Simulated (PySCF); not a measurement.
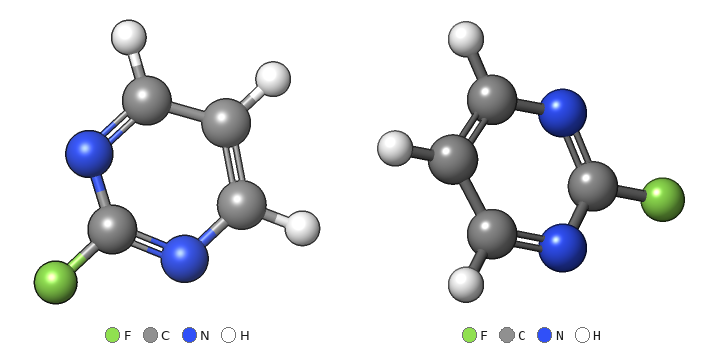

The same structure drawn twice, from different directions.

Computed geometry: PBE0-D3(BJ)/def2-SVP optimisation. No frequency run is at hand to confirm it as a minimum.

What is the molecular formula?

C₄H₃FN₂, 10 atoms: 4 carbon, 3 hydrogen, 1 fluorine and 2 nitrogen.

Name some functional groups or characteristic bonds that it holds.

Among them: C–F bond.

How many sets of symmetry-equivalent atoms are there?

7: 1 F, 1 C, 2 N, 2 C, 1 C, 2 H, 1 H.

How many bonds of each kind are drawn?

4 C–N, 3 C–H, 2 C–C, 1 C–F.

More results for the same structure follow; atom numbers are the same in all pictures, views and colours differ.

## Spin–spin coupling

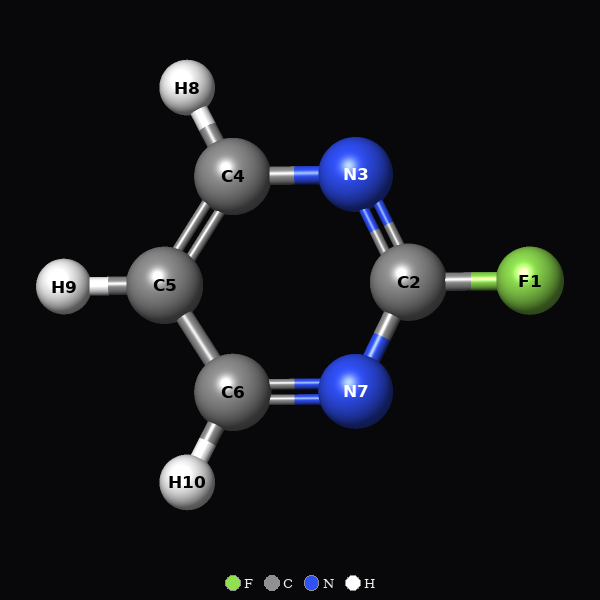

No frequency run is at hand to confirm it as a minimum. Method: CAM-B3LYP/pcJ-1 indirect spin-spin coupling, non-relativistic, gas phase (PySCF 2.14.0). Isotopes: 13C, 19F, 1H, 15N.

Give the spin–spin coupling constants of these pairs, with the number of bonds between them: F1/C2, C2/N7, N3/C4, F1/N3, N3/C5, N3/N7, C5/N7, N7/H10, N3/H9, C4/N7.

```csv
pair,bonds apart,J (Hz)
"F1, C2",1,−278.6
"C2, N7",1,−10.7
"N3, C4",1,−1.6
"F1, N3",2,−52.0
"N3, C5",2,2.8
"N3, N7",2,−1.2
"C5, N7",2,2.8
"N7, H10",2,−13.0
"N3, H9",3,−1.4
"C4, N7",3,−2.7
```

Density functionals are unreliable for couplings to fluorine, so those rows may be far off.

## Electronic properties

No frequency run is at hand to confirm it as a minimum. Level of theory: B3LYP/6-31G*, gas phase (PySCF 2.14.0).

Predict the main results.

- dipole moment: 3.52 D
- HOMO energy (Kohn–Sham orbital): −7.29 eV
- LUMO energy (Kohn–Sham orbital): −1.44 eV
- HOMO–LUMO gap: 5.85 eV

## Quadrupole coupling

No frequency run is at hand to confirm it as a minimum. Electric field gradients from the ground-state density, B3LYP/pcJ-0 (PySCF 2.14.0), non-relativistic apart from any core potentials.

Give the largest field-gradient component, the quadrupole coupling constant and the asymmetry for 14N at N3 (Q = 20.44 mb), 2H at H8 (Q = 2.86 mb), 2H at H9 (Q = 2.86 mb).

```json
{"atom": "N3", "V_zz (a.u.)": "−1.178", "e²qQ/h (MHz)": "−5.66", "η": "0.03"}
{"atom": "H8", "V_zz (a.u.)": "0.290", "e²qQ/h (MHz)": "0.195", "η": "0.06"}
{"atom": "H9", "V_zz (a.u.)": "0.302", "e²qQ/h (MHz)": "0.203", "η": "0.08"}
```
